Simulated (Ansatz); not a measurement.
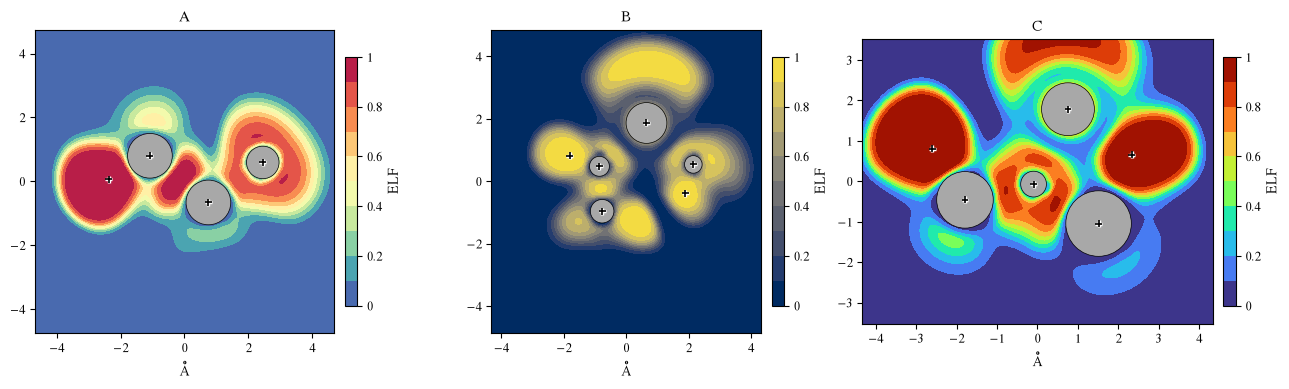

The electron localisation function of 3 systems, each on a plane through atoms (crosses mark nuclei in the plane; grey discs cover the cores).

The calculation used Ansatz, isolated molecule in a Gaussian basis; Kohn-Sham density functional theory, functional PBE0.

System 1: AlH6NSiSn, the plane of atoms N2, Si3 and H6. Geometry: B3LYP-D3(BJ)/def2-SVP; core potentials replace the inner electrons of Sn.

```yaml
atoms:
  - { symbol: Al, position_ang: [-2.0596, 1.8549, -0.3751] }
  - { symbol: N, position_ang: [-2.1057, 0.0584, -0.9296] }
  - { symbol: Si, position_ang: [-1.3025, -1.4133, -0.4625] }
  - { symbol: Sn, position_ang: [-3.5047, 0.3016, -2.3929] }
  - { symbol: H, position_ang: [-3.3533, 2.1107, -1.7201] }
  - { symbol: H, position_ang: [-1.7900, -2.5493, -1.3096] }
  - { symbol: H, position_ang: [-0.8315, 2.7245, -0.8830] }
  - { symbol: H, position_ang: [-2.8476, 2.2079, 0.9578] }
  - { symbol: H, position_ang: [0.1783, -1.3077, -0.6358] }
  - { symbol: H, position_ang: [-1.5705, -1.7528, 0.9682] }
```

System 2: C2H7NOSn (SMILES CC[NH][Sn][OH]), the plane of atoms C2, N3 and Sn5. Geometry: PBE0-D4/def2-SVP; core potentials replace the inner electrons of Sn.

```yaml
atoms:
  - { symbol: C, position_ang: [0.3391, 0.1355, -0.5801] }
  - { symbol: C, position_ang: [0.8417, 1.2904, 0.2777] }
  - { symbol: N, position_ang: [0.9329, 0.9846, 1.6837] }
  - { symbol: O, position_ang: [-1.7599, 2.2842, 2.0181] }
  - { symbol: Sn, position_ang: [-0.3971, 1.3950, 3.1879] }
  - { symbol: H, position_ang: [0.9957, -0.7433, -0.4790] }
  - { symbol: H, position_ang: [0.3026, 0.4103, -1.6466] }
  - { symbol: H, position_ang: [-0.6721, -0.1673, -0.2657] }
  - { symbol: H, position_ang: [1.8215, 1.6322, -0.1073] }
  - { symbol: H, position_ang: [0.1708, 2.1590, 0.1463] }
  - { symbol: H, position_ang: [1.7432, 0.4137, 1.9111] }
  - { symbol: H, position_ang: [-1.5868, 2.2581, 1.0699] }
```

System 3: ClH6NSi2, the plane of atoms Cl1, Si3 and Si4. Geometry: B3LYP-D3(BJ)/def2-SVP.

```yaml
atoms:
  - { symbol: Cl, position_ang: [1.4168, -2.2192, -1.0675] }
  - { symbol: N, position_ang: [-1.5196, -0.9249, -0.6653] }
  - { symbol: Si, position_ang: [0.0842, -0.9460, -0.0355] }
  - { symbol: Si, position_ang: [1.0101, 1.1950, -0.2362] }
  - { symbol: H, position_ang: [-2.1334, -1.7218, -0.5161] }
  - { symbol: H, position_ang: [-1.6992, -0.4998, -1.5707] }
  - { symbol: H, position_ang: [0.0068, -1.4754, 1.3509] }
  - { symbol: H, position_ang: [2.4416, 1.1813, 0.1798] }
  - { symbol: H, position_ang: [0.9248, 1.6099, -1.6688] }
  - { symbol: H, position_ang: [0.2655, 2.1871, 0.5949] }
```

Question: Match each panel to its system.

Answer: Panel A is system 3, ClH6NSi2: the plane holds Cl, Si and H. Si–Cl (2.11 Å): the ELF peaks at about 0.85 between the atoms: a polar covalent bond. Panel B is system 2, C2H7NOSn: the plane holds C, N, O, Sn and H. C–N (1.44 Å): the ELF peaks at about 0.95 between the atoms: a shared electron pair. Panel C is system 1, AlH6NSiSn: the plane holds Al, N, Si, Sn and H. Si–N (1.74 Å): the ELF peaks at about 0.90 between the atoms; a polar covalent bond.
